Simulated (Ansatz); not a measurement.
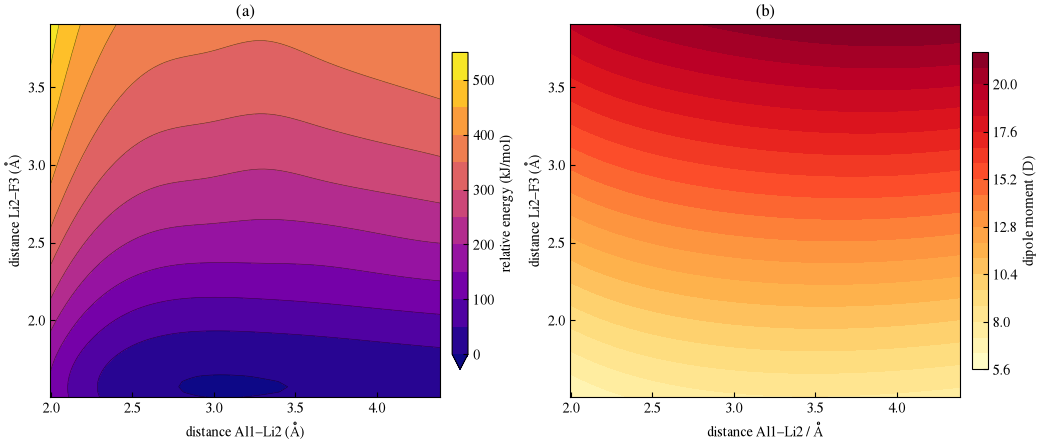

The system Al + LiF, spin multiplicity 2. First axis: distance Al1–Li2. Second axis: distance Li2–F3. Nothing is relaxed (the angle Al1–Li2–F3 is fixed at 180 degrees). The scan uses a 9 × 9 grid. Energies: kJ/mol, counted from the lowest grid point. Computed with Ansatz, UKS BHLYP-D4/def2-TZVPD.

Panel (a) is the energy and panel (b) the computed dipole moment on the same grid.

The picture shows filled contours. Between grid points the surface is interpolated.

Question: How does the dipole moment vary over the map, and what is it at the lowest grid point?

Answer: Leaving out the highest fifth of the energies, it runs from 6.4 D at distance Al1–Li2 = 1.992 Å, distance Li2–F3 = 1.504 Å to 19.4 D at distance Al1–Li2 = 4.010 Å, distance Li2–F3 = 3.522 Å. At the lowest grid point, distance Al1–Li2 = 2.967 Å, distance Li2–F3 = 1.504 Å, it is 7.8 D. That point lies on the edge of the scan.
